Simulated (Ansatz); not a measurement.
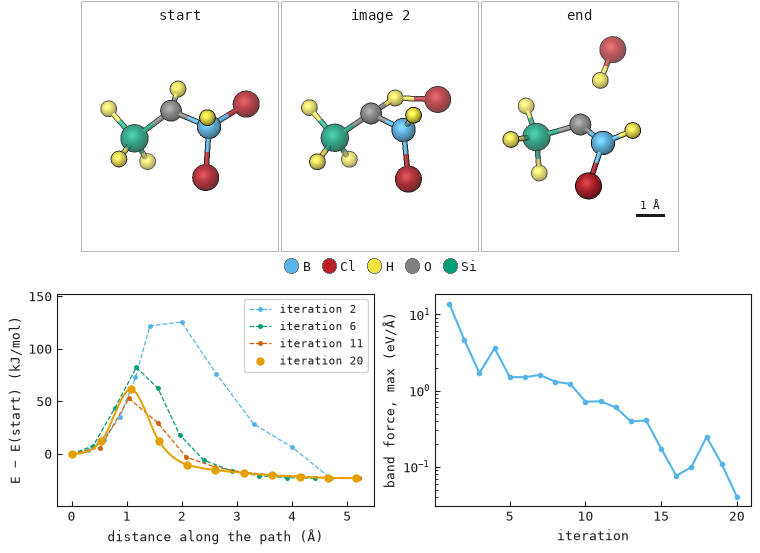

A search for the minimum-energy path of BSiH₅OCl₂ by the nudged elastic band. Images are numbered from 0 (start) to 10 (end). The plot follows the band through its iterations. A ball-and-stick model, seen at a tilt.

These are results of Ansatz, RKS r2SCAN/cc-pVDZ, not measurements. Settings: 9 movable images; climbing image; force threshold 0.05 eV/Å; iteration limit 60; starting path through a guess of the saddle point.

Question: How did the profile develop, and is the result final?

Answer: The result is final at these settings. The band converged in 20 iterations. The largest component of the band force went from 14 to 0.04 eV/Å. The climbing image converged on the top of the path. Its vibrational analysis gives one imaginary mode (898i cm⁻¹), as a transition state must have. The first iteration put the highest image at 413.0 kJ/mol. The highest point, image 2, lies 61.5 kJ/mol above the start and 84.6 kJ/mol above the end; the end is at −23.2 kJ/mol relative to the start.
